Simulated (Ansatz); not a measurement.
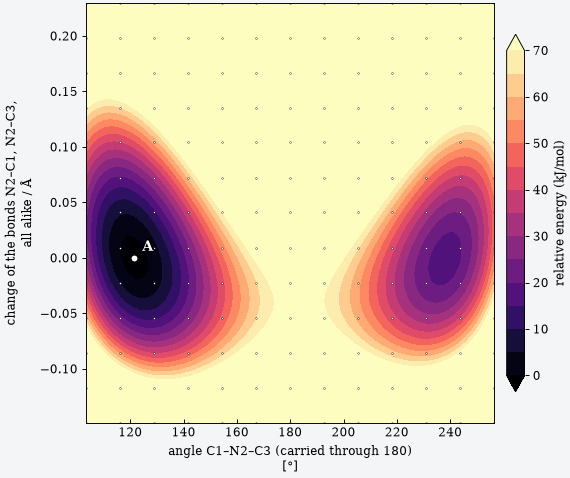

C₃H₄N₂, SMILES CN=C=C=N. 
- First axis: angle C1–N2–C3 (carried through 180). Second axis: change of the bonds N2–C1, N2–C3, all alike.
- Nothing is relaxed (all other coordinates rigid).
- Grid: 13 × 13 points.
- Points are written as (first, second).
- Energies are in kJ/mol, from the lowest grid point.
- Computed with RKS PBE-D4/def2-SVP (Ansatz).

Drawn: filled contours, dots at the grid points, one colour for all values above the top of the scale, the well A. Between grid points the surface is interpolated.

Q: Estimate the position of the minimum and the force constants in these coordinates. Take the well at A.

A: The interpolated minimum is at the first coordinate ≈ 121.4°, the second coordinate ≈ 0.000 Å. The curvatures there are about 5.2 eV/rad² and 108 eV/Å², with a cross term of about 7.6 eV/(rad·Å). Round the minimum the valley is somewhat tilted: raising the first coordinate shifts the best value of the second coordinate downwards (coupling k₁₂/√(k₁₁k₂₂) about 0.3). (1 eV is 96.5 kJ/mol.)
